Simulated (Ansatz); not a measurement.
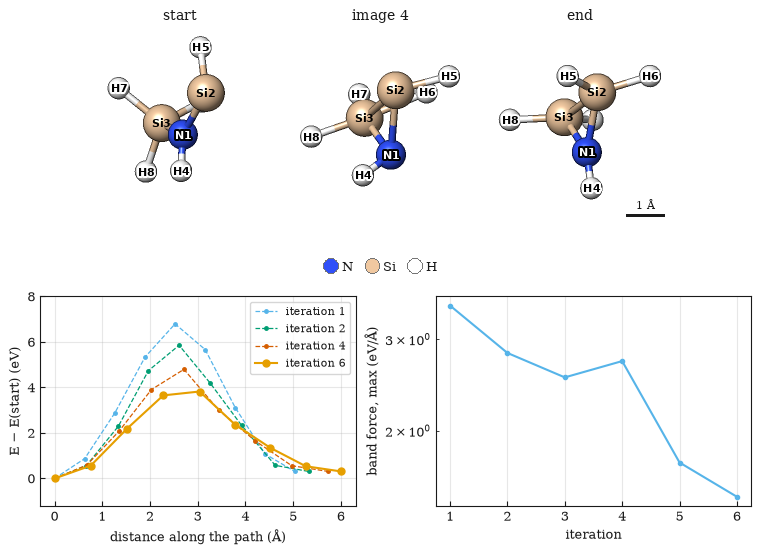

A nudged-elastic-band calculation for Si₂NH₅. Images are numbered from 0 (start) to 8 (end). The plot follows the band through its iterations. A ball-and-stick model, seen from a free direction.

Level of theory: Ansatz 0.2.0, RKS B3LYP/def2-SVP. Settings: 7 movable images; climbing image; force threshold 0.05 eV/Å; iteration limit 6; starting path by image-dependent pair potential.

Question: Did the band converge, and can the barrier be trusted?

Answer: The result isn't final. The band hadn't converged when the run stopped after 6 iterations. The largest component of the band force went from 3.5 to 1.5 eV/Å. The barrier read from it is provisional: over the last two iterations the highest image moved from 4.80 eV to 3.82 eV. The iteration limit was low. The first iteration put the highest image at 6.80 eV. The energy climbs by 3.82 eV to image 4 and then falls by 3.51 eV, so the end point sits at +0.31 eV.
